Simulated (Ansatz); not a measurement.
```xyz
41

Si   -1.5539   -3.0627    3.2979
Si    0.9694   -2.8871   -0.2086
Si   -1.5315    2.7950   -2.9037
Si    0.9867   -0.1222   -2.7175
Si   -1.9277   -0.2702   -0.0554
Si    0.9013   -0.1888    2.6741
Si    0.9021    2.4954    0.0620
Si    3.6433   -0.2234    0.0703
Si   -2.7318   -1.8790    1.6032
Si   -2.8735    1.3531   -1.5875
Si   -0.4553   -1.4718   -1.4332
Si   -0.1687   -1.4706    4.3357
Si    2.2144   -1.6092    1.3294
Si   -0.1284    1.3761   -4.1512
Si   -0.1955    3.9951   -1.3845
Si    2.3202    1.1795   -1.2790
Si   -0.5257    1.0664    1.2766
H    -2.3204   -3.7972    4.3929
H    -0.6297   -4.0951    2.6928
H     1.9623   -3.5452   -1.1496
H     0.2445   -4.0092    0.4917
H    -2.1482    3.7987   -3.8740
H     1.9038   -1.0079   -3.5435
H     1.8698    0.7673    3.3511
H     1.7646    3.2818    1.0330
H     4.5785   -1.0441   -0.7916
H     4.5114    0.6062    0.9914
H    -3.5955   -2.8958    0.8769
H    -3.7103   -1.0519    2.4217
H    -3.7643    0.5999   -2.5579
H    -3.8054    2.2456   -0.7898
H    -1.2308   -2.3360   -2.4098
H     0.8852   -2.0989    5.2231
H    -0.9866   -0.5587    5.2257
H     3.0580   -2.5184    2.2000
H    -0.9532    0.6061   -5.1623
H     0.8985    2.1558   -4.9464
H     0.8355    4.8489   -2.0921
H    -1.0618    4.9470   -0.5863
H     3.2176    2.0786   -2.1053
H    -1.3687    1.9470    2.1797
```

Geometry: PBE-D4/def2-SVP.

Theory: UKS PBE0-D4/def2-TZVP (Ansatz).

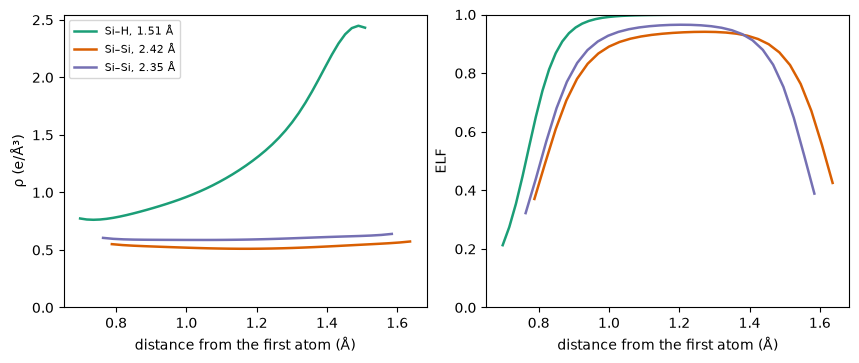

H24Si17 (Si17H24 off sphere) (charge −1, doublet). Total electron density and electron localisation function along straight lines between neighbouring atoms. The curves leave out the atomic cores.

What can be read from the curves?

Answer. Si–H (1.51 Å): ρ at the midpoint is about 0.76 e/Å³; the ELF climbs to about 1 towards the hydrogen, as it does in any bond to H.
Si–Si (2.42 Å): the density is about 0.51 e/Å³ at the midpoint; the ELF peaks at about 0.95 between the atoms: localised, covalent bonding.
Si–Si (2.35 Å): the density is about 0.59 e/Å³ at the midpoint; the ELF peaks at about 0.95 between the atoms: a shared electron pair.
